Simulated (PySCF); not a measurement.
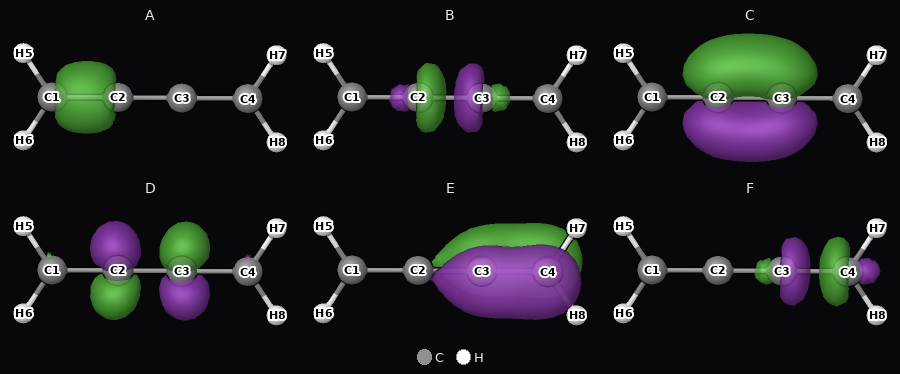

Figure. C4H4, SMILES `C=C=C=C`. Intrinsic bond orbitals (IBO), occupied and valence-virtual; each surface holds about 70 % of the orbital's density. Energies are diagonal elements of the Fock matrix.

Method: TPSS/def2-TZVP; geometry: GFN2-xTB; program: PySCF. No frequency check shows the geometry to be a minimum.

### Name the orbitals, with their atomic make-up and energies.

By panel:
- A: σ bond C2–C1 (C2 52 %, C1 48 %; −16.7 eV)
- B: σ* orbital C2–C3 (C2 50 %, C3 50 %; 21.2 eV)
- C: π bond C3–C2 (C3 48 %, C2 48 %; −7.1 eV)
- D: σ* orbital C2–C3 (C2 48 %, C3 48 %; 3.2 eV)
- E: π bond C4–C3 (C4 48 %, C3 46 %, C2 3 %; −7.4 eV)
- F: σ* orbital C4–C3 (C4 51 %, C3 48 %; 17.0 eV)
